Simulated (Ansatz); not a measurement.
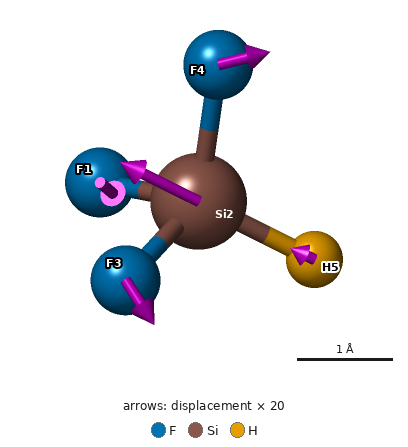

A relaxation of SiHF$_{3}$. The starting structure is drawn; purple arrows show the displacements, 20 times their true length. The two geometries are superimposed by the best rigid fit.

Style: ball-and-stick. Shown face on.

The start comes from GFN2-xTB.

Method: RKS PBE0-D4/def2-TZVP (Ansatz 0.2.0). Settings: force threshold 0.005 eV/Å; at most 150 steps.

**Which element moves most?**

Silicon: up to 0.048 Å, against 0.030 Å for fluorine.

**Describe the change and its energy.**

The energy falls by 5.10 kJ/mol in 4 geometry steps. Largest force component: 1.9 eV/Å at the start, 0.00019 eV/Å at the end. The atom that moves furthest after the best rigid fit is Si2 (0.048 Å). By element the largest moves are Si 0.048 Å, F 0.030 Å, H 0.014 Å. Near-neighbour distances that change, for instance: Si2–H5 1.427 → 1.461 Å, F1–Si2 1.580 → 1.573 Å. Bond angles that change, for instance: F1–Si2–F3 105.3° → 108.3°, F3–Si2–F4 105.5° → 108.3°, F1–Si2–H5 113.3° → 110.7°. The run took about 18 core-seconds on a shared host.
